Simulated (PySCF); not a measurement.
```yaml
atoms:
  - { symbol: C, position_ang: [0.1549, -1.9794, 0.1350] }
  - { symbol: C, position_ang: [0.5144, -0.5341, 0.4555] }
  - { symbol: O, position_ang: [-0.5333, 0.1473, 1.0428] }
  - { symbol: Si, position_ang: [-2.0107, 0.4876, 0.4529] }
  - { symbol: O, position_ang: [0.9318, 0.0854, -0.7085] }
  - { symbol: Si, position_ang: [1.5323, 1.5883, -0.8792] }
  - { symbol: H, position_ang: [-0.6018, -1.9899, -0.6450] }
  - { symbol: H, position_ang: [1.0392, -2.5032, -0.2161] }
  - { symbol: H, position_ang: [-0.2317, -2.4642, 1.0266] }
  - { symbol: H, position_ang: [1.3363, -0.5102, 1.1932] }
  - { symbol: H, position_ang: [-2.4624, 1.3707, 1.5174] }
  - { symbol: H, position_ang: [-2.8262, -0.7274, 0.3403] }
  - { symbol: H, position_ang: [-1.9635, 1.1305, -0.8603] }
  - { symbol: H, position_ang: [0.5754, 2.6260, -0.4953] }
  - { symbol: H, position_ang: [2.7410, 1.7420, -0.0623] }
  - { symbol: H, position_ang: [1.7967, 1.5396, -2.3084] }
```

Geometry: GFN2-xTB.

These are results of CAM-B3LYP/def2-SVPD, SCF density, gas phase (PySCF 2.14.0), not measurements.

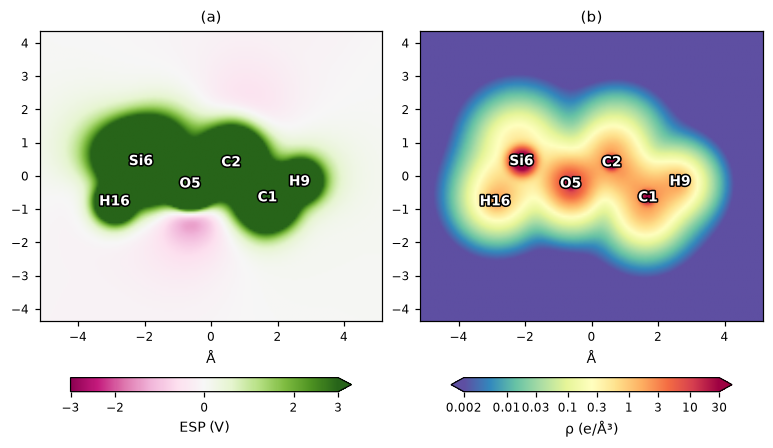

C₂H₁₀O₂Si₂. (a) molecular electrostatic potential; (b) electron density on the plane of atoms C2, O5 and Si6.

### What do the fields say about this system?

Atoms in the plane: C, O, Si and H.
C–O (1.38 Å): ρ is about 2.2 e/Å³ halfway, with its minimum of 1.8 e/Å³ about 0.5 Å from C.
C–C (1.52 Å): the density is about 1.7 e/Å³ at the midpoint.
Si–O (1.63 Å): ρ at the midpoint is about 1.1 e/Å³.
C–H (1.09 Å): the density is about 2 e/Å³ at the midpoint.
Si–H (1.45 Å): the density is about 0.81 e/Å³ at the midpoint.
Outside the dense part of the molecule the potential is most negative (−1.4 V) near O5.
